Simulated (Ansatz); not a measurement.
## Response to strain in PtSe2

Base system: PtSe2 in the CdI2 type structure (space group P-3m1, No. 164; a = 3.772 Å, c = 4.821 Å; layered; relaxed with 0.1 eV smearing). Axes: x lies along a and z along c of the hexagonal cell.

Strains are applied to the cell and any free atomic positions relax; under biaxial strain the out-of-plane vector relaxes too.

All numbers come from PBE-D3(BJ) (Ansatz, a first-principles code), no spin-orbit coupling.

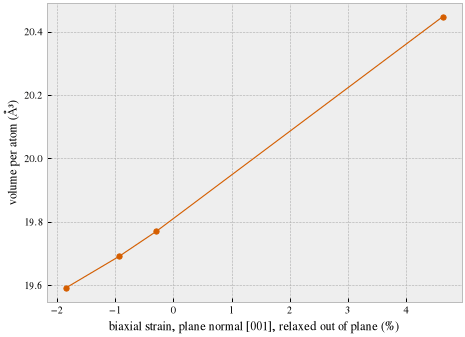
*Volume per atom against biaxial strain, plane normal [001], relaxed out of plane*

Problem. From the plot, what is the volume per atom for biaxial strain −0.93 %, plane normal [001], relaxed out of plane?

Solution. About 19.69 Å³.

Problem. Is the trend monotonic over the range shown?

Solution. Yes, it rises throughout, spanning 19.59 Å³ to 20.45 Å³.

Whether these cells are dynamically stable was not tested. The final runs are not spin-polarised.
